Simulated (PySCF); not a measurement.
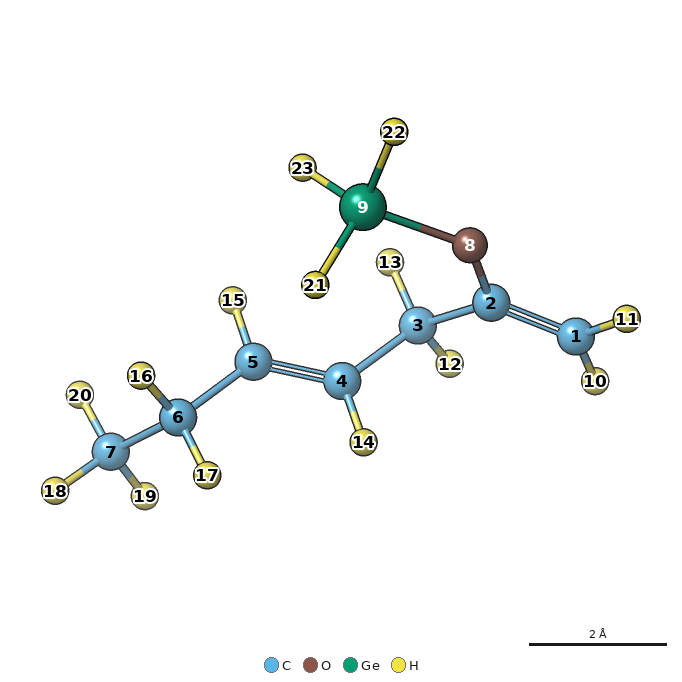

Orthographic view. Atoms fade into the background with distance from the viewer. Computed geometry: PBE0-D3(BJ)/def2-SVP optimisation. No frequency run is at hand to confirm it as a minimum.

Write the connection table.

C1: C2, H10, H11
C2: C1, C3, O8
C3: C2, C4, H12, H13
C4: C3, C5, H14
C5: C4, C6, H15
C6: C5, C7, H16, H17
C7: C6, H18, H19, H20
O8: C2, Ge9
Ge9: O8, H21, H22, H23
(terminal hydrogens appear only as neighbours)
